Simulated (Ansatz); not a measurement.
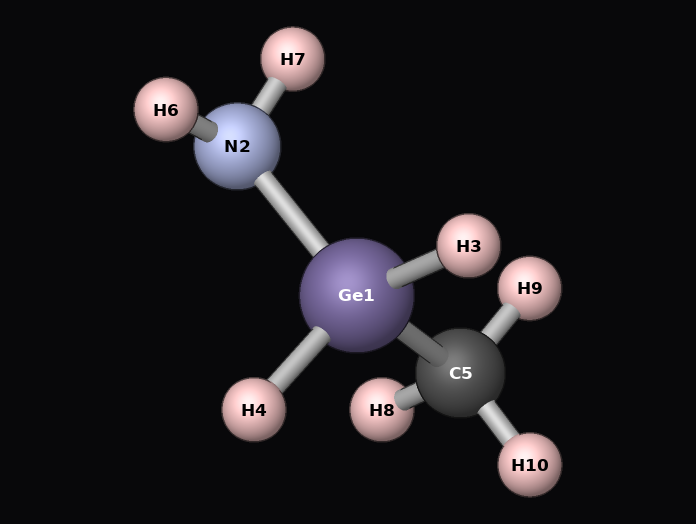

The questions are on Mulliken charges. The geometry was computed by an optimisation with PBE0-D4/def2-TZVP. Properties computed with RKS PBE0-D4/def2-TZVP (Ansatz 0.2.0).

Q: Which atom carries the highest charge (most positive or least negative)?

A: Ge1 (0.30 e).

Q: And the lowest?

A: N2 (−0.65 e).

Give the Mulliken charges atom by atom.

| atom | value (e) |
| --- | --- |
| Ge1 | 0.30 |
| N2 | −0.65 |
| H3 | −0.04 |
| H4 | −0.02 |
| C5 | −0.49 |
| H6 | 0.23 |
| H7 | 0.23 |
| H8 | 0.15 |
| H9 | 0.14 |
| H10 | 0.14 |

Mulliken values depend strongly on the basis set and can even reverse the polarity of a bond.
